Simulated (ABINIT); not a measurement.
# A GW chain in ABINIT: Te2Mo (P6_3/mmc), part 2 of 3

Wanted: ground state, empty states, screening and self-energy for Te2Mo (P6_3/mmc).

ABINIT 10.8.3; PBE and many-body steps on it, plane waves. Known limits of the many-body steps: not at the basis limit; no spin-orbit coupling; coarse k mesh.

So far. Step 2 (Ground state): The gap is indirect, with the least direct gap 0.21 eV higher.

## (3) Bands along the symmetry lines

Level of this step: DFT, PBE, plane waves, norm-conserving pseudopotentials (ABINIT).

The cheap functional maps the bands first; the places of the edges decide which points the dearer methods must see.

Input file run.abi:

```
acell 3*1.0 Angstrom
rprim 
  3.518200000003 -0.000000000001 0.000000000000
  -1.759100000001 3.046850575598 0.000000000000
  0.000000000000 0.000000000000 13.973600000000
ntypat 2
znucl 52 42
natom 6
typat 1 1 1 1 2 2
xred 
  0.333333333333 0.666666666667 0.621000000000
  0.666666666667 0.333333333333 0.121000000000
  0.333333333333 0.666666666667 0.879000000000
  0.666666666667 0.333333333333 0.379000000000
  0.333333333333 0.666666666667 0.250000000000
  0.666666666667 0.333333333333 0.750000000000
pp_dirpath "pseudos"
pseudos "Te.upf, Mo.upf"
ecut 39
iscf -2
irdden 1
kptopt 0
nkpt 30
kpt 
  0.00000000 0.00000000 0.00000000
  0.16666667 0.00000000 0.00000000
  0.33333333 0.00000000 0.00000000
  0.50000000 0.00000000 0.00000000
  0.44444444 0.11111111 0.00000000
  0.38888889 0.22222222 0.00000000
  0.33333333 0.33333333 0.00000000
  0.22222222 0.22222222 0.00000000
  0.11111111 0.11111111 0.00000000
  0.00000000 0.00000000 0.00000000
  0.00000000 0.00000000 0.16666667
  0.00000000 0.00000000 0.33333333
  0.00000000 0.00000000 0.50000000
  0.16666667 0.00000000 0.50000000
  0.33333333 0.00000000 0.50000000
  0.50000000 0.00000000 0.50000000
  0.44444444 0.11111111 0.50000000
  0.38888889 0.22222222 0.50000000
  0.33333333 0.33333333 0.50000000
  0.22222222 0.22222222 0.50000000
  0.11111111 0.11111111 0.50000000
  0.00000000 0.00000000 0.50000000
  0.50000000 0.00000000 0.50000000
  0.50000000 0.00000000 0.33333333
  0.50000000 0.00000000 0.16666667
  0.50000000 0.00000000 0.00000000
  0.33333333 0.33333333 0.50000000
  0.33333333 0.33333333 0.33333333
  0.33333333 0.33333333 0.16666667
  0.33333333 0.33333333 0.00000000
istwfk *1
nband 69
nbdbuf 2
tolwfr 1e-08
nstep 40
prtwf 0
prtvol 0
indata_prefix "in"
outdata_prefix "out"
tmpdata_prefix "tmp"
```

The run is started by

```bash
OMP_NUM_THREADS=1 mpirun -n 8 abinit run.abi > log
```

Numbers of over 12 decimals in the logs are rounded to 6 here.

The log of the run:

```text
.Version 10.8.3 of ABINIT. v10.8.2 released Aug 2026.

 Symmetries : space group P6_3/m m c (#194); Bravais hP (primitive hexag.)
[... echo of the input left out ...]
== DATASET  1 ==================================================================
-   mpi_nproc: 8, omp_nthreads: 1 (-1 if OMP is not activated)

--- !DatasetInfo
iteration_state: {dtset: 1, }
dimensions: {natom: 6, nkpt: 30, mband: 69, nsppol: 1, nspinor: 1, nspden: 1, mpw: 11810, }
cutoff_energies: {ecut:  39.0, pawecutdg:  -1.0, }
electrons: {nelect:   1.24000000E+02, charge:   0.00000000E+00, occopt:   1.00000000E+00, tsmear:   1.00000000E-02, }

 Real(R)+Recip(G) space primitive vectors, cartesian coordinates (Bohr,Bohr^-1):
 R(1)=  6.6484345  0.0000000  0.0000000  G(1)=  0.1504113  0.0868400  0.0000000
 R(2)= -3.3242172  5.7577131  0.0000000  G(2)=  0.0000000  0.1736801  0.0000000
 R(3)=  0.0000000  0.0000000 26.4062770  G(3)=  0.0000000  0.0000000  0.0378698
 Unit cell volume ucvol=  1.0108264E+03 bohr^3
 Angles (23,13,12)=  9.00000000E+01  9.00000000E+01  1.20000000E+02 degrees

 getcut: wavevector=  0.0000  0.0000  0.0000  ngfft=  40  40 150
         ecut(hartree)=     39.000   => boxcut(ratio)=   2.02063

--- Pseudopotential description ------------------------------------------------
- Te Generated using ONCVPSP code by D. R. Hamann
- 52.00000  24.00000  220131                  znucl, zion, pspdat
12 -101130 3 -1 1294                          pspcod,pspxc,lmax,lloc,mmax
     nproj     2     2     2     2
  pspatm : epsatm=   28.89495404
         --- l  ekb(1:nproj) -->
             0    9.158100   -0.350391
             1    3.254928   -0.666646
             2   -3.247931   -0.911641
[...]
pspatm: atomic psp has been read  and splines computed

- Mo Generated using ONCVPSP code by D. R. Hamann
- 42.00000  14.00000  171031                  znucl, zion, pspdat
12 -101130 2 -1 1640                          pspcod,pspxc,lmax,lloc,mmax
     nproj     2     2     2     0
  pspatm : epsatm=   15.95693798
         --- l  ekb(1:nproj) -->
[...]
pspatm: atomic psp has been read  and splines computed

--------------------------------------------------------------------------------

================================================================================
 prteigrs : about to open file out_EIG
 Non-SCF case, kpt    1 (  0.00000  0.00000  0.00000), residuals and eigenvalues=
  8.58E-09  9.17E-09  3.94E-09  4.08E-09  2.53E-09  4.09E-09  3.64E-09  7.80E-09
  2.93E-09  4.57E-09  4.26E-09  7.58E-09  3.51E-09  2.87E-09  4.15E-09  4.20E-09
  9.07E-09  8.57E-09  2.39E-09  5.08E-09  4.24E-09  7.33E-09  2.25E-09  5.28E-09
[...]
4.52E-09  9.80E-09  4.54E-09  1.06E-07  4.67E-09
 -5.4938E+00 -5.4938E+00 -5.4938E+00 -5.4938E+00 -3.6576E+00 -3.6576E+00
 -3.6576E+00 -3.6576E+00 -3.6576E+00 -3.6576E+00 -3.6576E+00 -3.6576E+00
[...]
2.4169E-01  2.4169E-01  2.5018E-01  2.5018E-01  2.9753E-01  2.9753E-01
  3.5379E-01  3.6258E-01  4.0075E-01  4.0075E-01  4.0783E-01  4.4495E-01
[...]
--- !ResultsGS
iteration_state: {dtset: 1, }
comment   : Summary of ground state results
lattice_vectors:
- [  6.6484345,  -0.0000000,   0.0000000, ]
- [ -3.3242172,   5.7577131,   0.0000000, ]
- [  0.0000000,   0.0000000,  26.4062770, ]
lattice_lengths: [   6.64843,    6.64843,   26.40628, ]
lattice_angles: [ 90.000,  90.000, 120.000, ] # degrees, (23, 13, 12)
lattice_volume:   1.0108264E+03
convergence: {deltae:  0.000E+00, res2:  0.000E+00, residm:  9.995E-09, diffor:  0.000E+00, }
etotal    :  -1.26255479E+03
entropy   :   0.00000000E+00
fermie    :   3.64950872E-01
cartesian_stress_tensor: null
pressure_GPa: null
xred      :
- [  3.3333E-01,   6.6667E-01,   6.2100E-01, Te]
- [  6.6667E-01,   3.3333E-01,   1.2100E-01, Te]
- [  3.3333E-01,   6.6667E-01,   8.7900E-01, Te]
- [  6.6667E-01,   3.3333E-01,   3.7900E-01, Te]
- [  3.3333E-01,   6.6667E-01,   2.5000E-01, Mo]
- [  6.6667E-01,   3.3333E-01,   7.5000E-01, Mo]
cartesian_forces: null
force_length_stats: {min: null, max: null, mean: null, }

 Integrated electronic density in atomic spheres:
 ------------------------------------------------
 Atom  Sphere_radius  Integrated_density
[...]
================================================================================

 ----iterations are completed or convergence reached----

 Mean square residual over all n,k,spin=   53.322E-10; max=  99.955E-10
 reduced coordinates (array xred) for    6 atoms
[...]
0.333333333333      0.666666666667      0.250000000000
       0.666666666667      0.333333333333      0.750000000000

 cartesian coordinates (angstrom) at end:
    1      3.3e-13     2.031234     8.677606
    2      1.759100     1.015617     1.690806
    3      3.3e-13     2.031234    12.282794
    4      1.759100     1.015617     5.295994
    5      3.3e-13     2.031234     3.493400
    6      1.759100     1.015617    10.480200
 length scales=  1.889726125908  1.889726125908  1.889726125908 bohr
              =  1.000000000000  1.000000000000  1.000000000000 angstroms
 prteigrs : about to open file out_EIG
 Eigenvalues (hartree) for nkpt=  30  k points:
 kpt#   1, nband= 69, wtk=  1.00000, kpt=  0.0000  0.0000  0.0000 (reduced coord)
[...]
kpt#   2, nband= 69, wtk=  1.00000, kpt=  0.1667  0.0000  0.0000 (reduced coord)
[...]
kpt#   3, nband= 69, wtk=  1.00000, kpt=  0.3333  0.0000  0.0000 (reduced coord)
[...]
kpt#  29, nband= 69, wtk=  1.00000, kpt=  0.3333  0.3333  0.1667 (reduced coord)
[...]
0.41014    0.44179    0.45046    0.45046    0.50490
 kpt#  30, nband= 69, wtk=  1.00000, kpt=  0.3333  0.3333  0.0000 (reduced coord)
[...]
0.18575    0.19328    0.19328    0.19466    0.21028    0.22236    0.24169    0.24169
   0.25018    0.25018    0.29753    0.29753    0.35379    0.36258    0.40075    0.40075
   0.40783    0.44495    0.44983    0.44983    0.50816

== END DATASET(S) ==============================================================
================================================================================

 -outvars: echo values of variables after computation  --------
            nband          69
             nkpt          30
          spgroup         194
 [... the other variables as echoed above ...]

 Calculation completed.
```

Elapsed: 2.1 min, on 8 MPI ranks of Intel Xeon 6975P-C (Granite Rapids), shared host; peak memory 1.2 GiB; 17 min of CPU time.

Numbers from this step:

| Property | Result |
| --- | --- |
| gap | 0.7867 eV |
| k of the valence top | 0, 0, 0 |
| k of the conduction bottom | 0.2222, 0.2222, 0 |
| least direct gap | 1.039 eV |

The gap is 0.787 eV, −0.042 eV from the run before at this level.

Electronic bands along the path, in eV, zero at the top of the highest filled band:

| point | band 59 | band 60 | band 61 | band 62 | band 63 | band 64 | band 65 | band 66 |
| --- | --- | --- | --- | --- | --- | --- | --- | --- |
| Γ | -1.01 | -1.01 | -0.33 | 0.00 | 2.91 | 2.91 | 3.04 | 3.04 |
| M | -1.01 | -0.95 | -0.60 | -0.31 | 1.27 | 1.33 | 1.46 | 1.79 |
| K | -1.83 | -1.83 | -0.30 | -0.06 | 0.97 | 0.97 | 1.17 | 2.18 |
| Γ | -1.01 | -1.01 | -0.33 | 0.00 | 2.91 | 2.91 | 3.04 | 3.04 |
| A | -1.03 | -1.03 | -0.08 | -0.08 | 2.94 | 2.94 | 2.94 | 2.94 |
| L | -0.96 | -0.96 | -0.46 | -0.46 | 1.29 | 1.29 | 1.64 | 1.64 |
| H | -2.00 | -2.00 | -0.21 | -0.21 | 0.98 | 0.98 | 1.63 | 1.63 |
| A | -1.03 | -1.03 | -0.08 | -0.08 | 2.94 | 2.94 | 2.94 | 2.94 |
| jump to L | -0.96 | -0.96 | -0.46 | -0.46 | 1.29 | 1.29 | 1.64 | 1.64 |
| M | -1.01 | -0.95 | -0.60 | -0.31 | 1.27 | 1.33 | 1.46 | 1.79 |
| jump to H | -2.00 | -2.00 | -0.21 | -0.21 | 0.98 | 0.98 | 1.63 | 1.63 |
| K | -1.83 | -1.83 | -0.30 | -0.06 | 0.97 | 0.97 | 1.17 | 2.18 |

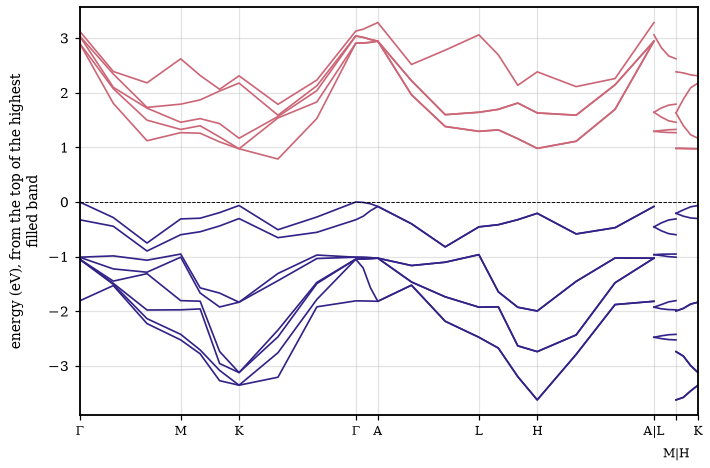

Electronic bands along the path; lines of filled and empty bands in two colours.

## (4) Empty states on the mesh, 3×3×1 mesh, 559 bands

The sums over transitions need many empty states on a uniform mesh; this step solves for them.

Input file run.abi:

```
acell 3*1.0 Angstrom
rprim 
  3.518200000003 -0.000000000001 0.000000000000
  -1.759100000001 3.046850575598 0.000000000000
  0.000000000000 0.000000000000 13.973600000000
ntypat 2
znucl 52 42
natom 6
typat 1 1 1 1 2 2
xred 
  0.333333333333 0.666666666667 0.621000000000
  0.666666666667 0.333333333333 0.121000000000
  0.333333333333 0.666666666667 0.879000000000
  0.666666666667 0.333333333333 0.379000000000
  0.333333333333 0.666666666667 0.250000000000
  0.666666666667 0.333333333333 0.750000000000
pp_dirpath "pseudos"
pseudos "Te.upf, Mo.upf"
ecut 39
ngkpt 3 3 1
nshiftk 1
shiftk 0 0 0
kptopt 1
chksymbreak 0
iscf -2
irdden 1
istwfk *1
nband 559
nbdbuf 50
tolwfr 1e-09
nstep 60
prtvol 0
indata_prefix "in"
outdata_prefix "out"
tmpdata_prefix "tmp"
```

The run is started by

```bash
OMP_NUM_THREADS=2 mpirun -n 3 abinit run.abi > log
```

The log of the run:

```text
.Version 10.8.3 of ABINIT. v10.8.2 released Aug 2026.

 Symmetries : space group P6_3/m m c (#194); Bravais hP (primitive hexag.)
[... echo of the input left out ...]
== DATASET  1 ==================================================================
-   mpi_nproc: 3, omp_nthreads: 2 (-1 if OMP is not activated)

--- !DatasetInfo
iteration_state: {dtset: 1, }
dimensions: {natom: 6, nkpt: 3, mband: 559, nsppol: 1, nspinor: 1, nspden: 1, mpw: 11799, }
cutoff_energies: {ecut:  39.0, pawecutdg:  -1.0, }
electrons: {nelect:   1.24000000E+02, charge:   0.00000000E+00, occopt:   1.00000000E+00, tsmear:   1.00000000E-02, }

 Real(R)+Recip(G) space primitive vectors, cartesian coordinates (Bohr,Bohr^-1):
 R(1)=  6.6484345  0.0000000  0.0000000  G(1)=  0.1504113  0.0868400  0.0000000
 R(2)= -3.3242172  5.7577131  0.0000000  G(2)=  0.0000000  0.1736801  0.0000000
 R(3)=  0.0000000  0.0000000 26.4062770  G(3)=  0.0000000  0.0000000  0.0378698
 Unit cell volume ucvol=  1.0108264E+03 bohr^3
 Angles (23,13,12)=  9.00000000E+01  9.00000000E+01  1.20000000E+02 degrees

 getcut: wavevector=  0.0000  0.0000  0.0000  ngfft=  40  40 150
         ecut(hartree)=     39.000   => boxcut(ratio)=   2.02063

--- Pseudopotential description ------------------------------------------------
- Te Generated using ONCVPSP code by D. R. Hamann
- 52.00000  24.00000  220131                  znucl, zion, pspdat
12 -101130 3 -1 1294                          pspcod,pspxc,lmax,lloc,mmax
     nproj     2     2     2     2
  pspatm : epsatm=   28.89495404
         --- l  ekb(1:nproj) -->
             0    9.158100   -0.350391
             1    3.254928   -0.666646
             2   -3.247931   -0.911641
[...]
pspatm: atomic psp has been read  and splines computed

- Mo Generated using ONCVPSP code by D. R. Hamann
- 42.00000  14.00000  171031                  znucl, zion, pspdat
12 -101130 2 -1 1640                          pspcod,pspxc,lmax,lloc,mmax
     nproj     2     2     2     0
  pspatm : epsatm=   15.95693798
         --- l  ekb(1:nproj) -->
[...]
pspatm: atomic psp has been read  and splines computed

--------------------------------------------------------------------------------

================================================================================
 prteigrs : about to open file out_EIG
 Non-SCF case, kpt    1 (  0.00000  0.00000  0.00000), residuals and eigenvalues=
  2.27E-10  2.78E-10  2.35E-10  2.79E-10  3.89E-10  3.91E-10  4.85E-10  3.91E-10
  3.27E-10  3.52E-10  4.32E-10  4.75E-10  3.67E-10  3.95E-10  3.48E-10  4.49E-10
  1.24E-10  1.08E-10  6.22E-10  9.83E-10  4.42E-11  7.04E-10  4.63E-11  7.68E-10
[...]
2.88E-04  4.15E-04  5.97E-04  7.58E-04  6.00E-04  7.24E-04  1.49E-03
 -5.4938E+00 -5.4938E+00 -5.4938E+00 -5.4938E+00 -3.6576E+00 -3.6576E+00
 -3.6576E+00 -3.6576E+00 -3.6576E+00 -3.6576E+00 -3.6576E+00 -3.6576E+00
 -3.6552E+00 -3.6552E+00 -3.6552E+00 -3.6552E+00 -1.8705E+00 -1.8705E+00
[...]
4.5045E+00  4.5061E+00  4.5106E+00  4.5109E+00  4.5141E+00  4.5340E+00
  4.5354E+00  4.5361E+00  4.5402E+00  4.5420E+00  4.5625E+00  4.5661E+00
  4.5708E+00
 prteigrs : prtvol=0 or 1, do not print more k-points.

--- !ResultsGS
iteration_state: {dtset: 1, }
comment   : Summary of ground state results
lattice_vectors:
- [  6.6484345,  -0.0000000,   0.0000000, ]
- [ -3.3242172,   5.7577131,   0.0000000, ]
- [  0.0000000,   0.0000000,  26.4062770, ]
lattice_lengths: [   6.64843,    6.64843,   26.40628, ]
lattice_angles: [ 90.000,  90.000, 120.000, ] # degrees, (23, 13, 12)
lattice_volume:   1.0108264E+03
convergence: {deltae:  0.000E+00, res2:  0.000E+00, residm:  9.907E-10, diffor:  0.000E+00, }
etotal    :  -1.26255479E+03
entropy   :   0.00000000E+00
fermie    :   3.64950872E-01
cartesian_stress_tensor: null
pressure_GPa: null
xred      :
- [  3.3333E-01,   6.6667E-01,   6.2100E-01, Te]
- [  6.6667E-01,   3.3333E-01,   1.2100E-01, Te]
- [  3.3333E-01,   6.6667E-01,   8.7900E-01, Te]
- [  6.6667E-01,   3.3333E-01,   3.7900E-01, Te]
- [  3.3333E-01,   6.6667E-01,   2.5000E-01, Mo]
- [  6.6667E-01,   3.3333E-01,   7.5000E-01, Mo]
cartesian_forces: null
force_length_stats: {min: null, max: null, mean: null, }

 Integrated electronic density in atomic spheres:
 ------------------------------------------------
 Atom  Sphere_radius  Integrated_density
[...]
================================================================================

 ----iterations are completed or convergence reached----

 Mean square residual over all n,k,spin=   32.662E-11; max=  99.069E-11
 reduced coordinates (array xred) for    6 atoms
[...]
0.333333333333      0.666666666667      0.250000000000
       0.666666666667      0.333333333333      0.750000000000

 cartesian coordinates (angstrom) at end:
    1      3.3e-13     2.031234     8.677606
    2      1.759100     1.015617     1.690806
    3      3.3e-13     2.031234    12.282794
    4      1.759100     1.015617     5.295994
    5      3.3e-13     2.031234     3.493400
    6      1.759100     1.015617    10.480200
 length scales=  1.889726125908  1.889726125908  1.889726125908 bohr
              =  1.000000000000  1.000000000000  1.000000000000 angstroms
 prteigrs : about to open file out_EIG
 Eigenvalues (hartree) for nkpt=   3  k points:
 kpt#   1, nband=559, wtk=  0.11111, kpt=  0.0000  0.0000  0.0000 (reduced coord)
[...]
4.45017    4.45960    4.46460    4.46567    4.46567    4.48495    4.49268    4.49269
   4.49913    4.49927    4.50449    4.50612    4.51062    4.51088    4.51414    4.53396
   4.53544    4.53614    4.54016    4.54203    4.56246    4.56609    4.57079
 prteigrs : prtvol=0 or 1, do not print more k-points.

== END DATASET(S) ==============================================================
================================================================================

 -outvars: echo values of variables after computation  --------
            nband         559
             nkpt           3
          spgroup         194
 [... the other variables as echoed above ...]

 Calculation completed.
```

The job ended after 7 min (3 MPI ranks; peak memory 0.71 GiB; 33 min of CPU time).

Numbers from this step:

```yaml
gap: 0.9742 eV
k_of_the_valence_top: 0, 0, 0
k_of_the_conduction_bottom: 0.3333, 0.3333, 0
least_direct_gap: 1.039 eV
k_points_computed: 3
lowest_point_of_the_top_converged_band_above_the_valence_top: 104.6866 eV
```

On this mesh the gap is 0.974 eV. The earlier step found 0.829 eV, so this mesh misses an edge.

## (5) Screening, 3×3×1 mesh, 509 bands, screening to 149.7 eV

The RPA dielectric matrix is built and inverted for each q.

This step: RPA screening on PBE, plane waves, norm-conserving pseudopotentials.

run.abi: that of step 4 with these lines changed.

```diff
@@ -24,10 +24,11 @@
 chksymbreak 0
-iscf -2
-irdden 1
 istwfk *1
-nband 559
-nbdbuf 50
-tolwfr 1e-09
-nstep 60
-prtvol 0
+occopt 1
+irdwfk 1
+optdriver 3
+nband 509
+ecuteps 5.5
+inclvkb 2
+awtr 1
+symchi 1
 indata_prefix "in"
```

The run is started by

```bash
OMP_NUM_THREADS=1 mpirun -n 8 abinit run.abi > log
```

The log of the run:

```text
.Version 10.8.3 of ABINIT. v10.8.2 released Aug 2026.

 Symmetries : space group P6_3/m m c (#194); Bravais hP (primitive hexag.)
[... echo of the input left out ...]
== DATASET  1 ==================================================================
-   mpi_nproc: 8, omp_nthreads: 1 (-1 if OMP is not activated)

--- !DatasetInfo
iteration_state: {dtset: 1, }
dimensions: {natom: 6, nkpt: 3, mband: 509, nsppol: 1, nspinor: 1, nspden: 1, mpw: 11799, }
cutoff_energies: {ecut:  39.0, pawecutdg:  -1.0, }
electrons: {nelect:   1.24000000E+02, charge:   0.00000000E+00, occopt:   1.00000000E+00, tsmear:   1.00000000E-02, }

 SCREENING: Calculation of the susceptibility and dielectric matrices

 Based on a program developped by R.W. Godby, V. Olevano, G. Onida, and L. Reining.
 Incorporated in ABINIT by V. Olevano, G.-M. Rignanese, and M. Torrent.
.Using double precision arithmetic ; gwpc =  8

[... cell and pseudopotentials left out ...]
--------------------------------------------------------------------------------

 ==== K-mesh for the wavefunctions ====
 Number of points in the irreducible wedge :     3
[... list of points left out ...]
 Together with 24 symmetry operations and time-reversal symmetry
 yields     9 points in the full Brillouin Zone.

 ==== Q-mesh for the screening function ====
 Number of points in the irreducible wedge :     3
[... list of points left out ...]
 Together with 24 symmetry operations and time-reversal symmetry
 yields     9 points in the full Brillouin Zone.

 setmesh: FFT mesh size selected  =    24x   24x  108
          total number of points  =        62208

 vcoul_init : cutoff-mode = AUXILIARY_FUNCTION
 q-points for optical limit:   1
     1)      0.000010    0.000020    0.000030

- screening: taking advantage of time-reversal symmetry
- Maximum band index for partially occupied states nbvw = 62
- Remaining bands to be divided among processors   nbcw = 447
- Number of bands treated by each node ~55

 Number of electrons calculated from density =  124.0000; Expected =  124.0000
 average of density, n =  0.122672
 r_s =    1.2485
 omega_plasma =   33.7853 [eV]

 calculating chi0 at frequencies [eV] :
  1    0.000000E+00    0.000000E+00
  2    0.000000E+00    3.378533E+01

--------------------------------------------------------------------------------
  q-point number  1        q = ( 0.000000, 0.000000, 0.000000) [r.l.u.]
--------------------------------------------------------------------------------
[... chi0 elements left out ...]
 For q-point:  0.000010 0.000020 0.000030
  dielectric constant =  20.3528
  dielectric constant without local fields =  23.1307

  Average fulfillment of the sum rule on Im[epsilon] for q-point    1 :     79.18  [%]
[... wings left out ...]
  q-point number  2        q = ( 0.333333, 0.000000, 0.000000) [r.l.u.]
--------------------------------------------------------------------------------
[... chi0 elements left out ...]
  Average fulfillment of the sum rule on Im[epsilon] for q-point    2 :     77.14  [%]

 [... 1 further q-points ...]
```

It took 4.3 min on 8 MPI ranks; peak memory 5 GiB.

This step gave:

| Property | Result |
| --- | --- |
| ε∞ with local fields, on this mesh, along the program's q direction | 20.35 |
| the same without local fields | 23.13 |
| plasma frequency | 33.79 eV |
| plane waves in the screening matrix | 639 |

Local fields lower ε∞ by 12 %. On a Γ-centred mesh this coarse the value itself is usually too large, while a short band sum pulls it down.

(Continued in part 3 of 3.)

[Paths, hosts, dates, memory and timing lines, banners, echoed tables and standing remarks are left out of the program output.]

[Logs are printed without paths, hosts, clocks, repeated set-up lines and the standing remarks that a program may print on its own settings, such as how far it seeks lower states.]

[Runs of the session that timed out or met a known fault of the program may be left out.]

[Hosts, paths, dates, database ids (printed as entryN), source tags and the programs' standing remarks are cut or masked in the printed files.]

[G0W0 gaps are taken among the corrected bands and points alone; a level outside them can change the order at an edge.]

[Where Ansatz stands beside ABINIT at settings called matched, ABINIT's density can come from a denser mesh and the files from another edition; pairs whose starting gaps differed by over 0.03 eV were left out, so agreement reads better than it is.]
